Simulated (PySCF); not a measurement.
C$_{2}$H$_{14}$N$_{2}$OSi$_{3}$

```yaml
atoms:
  - { symbol: C, position_ang: [3.6203, 0.3436, 0.6660] }
  - { symbol: C, position_ang: [2.6287, -0.6485, 1.2688] }
  - { symbol: N, position_ang: [1.4257, -0.7964, 0.4875] }
  - { symbol: Si, position_ang: [0.0795, 0.2666, 0.6424] }
  - { symbol: Si, position_ang: [-1.5476, -0.5601, -0.7266] }
  - { symbol: N, position_ang: [-1.2278, -0.0626, -2.3516] }
  - { symbol: O, position_ang: [-2.9573, 0.1583, -0.3313] }
  - { symbol: Si, position_ang: [-3.9259, 1.4325, -0.1558] }
  - { symbol: H, position_ang: [3.1528, 1.3200, 0.5725] }
  - { symbol: H, position_ang: [3.9330, 0.0124, -0.3226] }
  - { symbol: H, position_ang: [4.5009, 0.4318, 1.2969] }
  - { symbol: H, position_ang: [2.3290, -0.3080, 2.2606] }
  - { symbol: H, position_ang: [3.1114, -1.6277, 1.3746] }
  - { symbol: H, position_ang: [1.6304, -1.1842, -0.4216] }
  - { symbol: H, position_ang: [-0.2316, 0.2198, 2.0830] }
  - { symbol: H, position_ang: [0.4151, 1.6976, 0.4172] }
  - { symbol: H, position_ang: [-1.9584, -1.9732, -0.6201] }
  - { symbol: H, position_ang: [-0.3940, -0.3753, -2.8202] }
  - { symbol: H, position_ang: [-1.9964, -0.0315, -3.0037] }
  - { symbol: H, position_ang: [-5.0228, 0.9380, 0.6728] }
  - { symbol: H, position_ang: [-3.1838, 2.5143, 0.4918] }
  - { symbol: H, position_ang: [-4.3915, 1.8448, -1.4814] }
```

Geometry: GFN2-xTB.

All numbers below come from wB97X-D/6-31G*, SCF density, gas phase, non-relativistic (PySCF).

**What will maps of the electron density and electron localisation function show?**

C–N (1.44 Å): the density is about 1.9 e/Å³ at the midpoint; the ELF peaks at about 0.90 between the atoms, as expected for localised, covalent bonding.
Si–O (1.61 Å): ρ is about 1.2 e/Å³ halfway; the ELF peaks at about 0.85 between the atoms (a polar covalent bond).
Si–N (1.72 Å): the density is about 1.1 e/Å³ at the midpoint; the ELF peaks at about 0.90 between the atoms: a polar covalent bond.

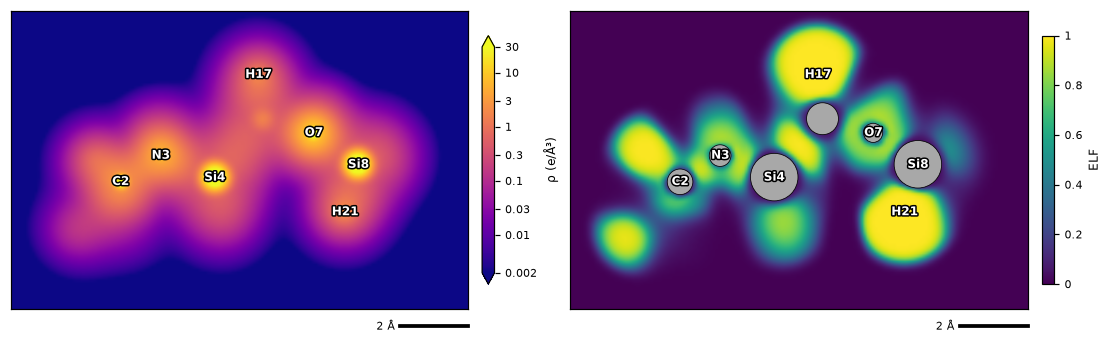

Computed electron density and electron localisation function on the plane of atoms O7, Si8 and H21, in this order. Grey discs cover the atomic cores in the ELF map. 
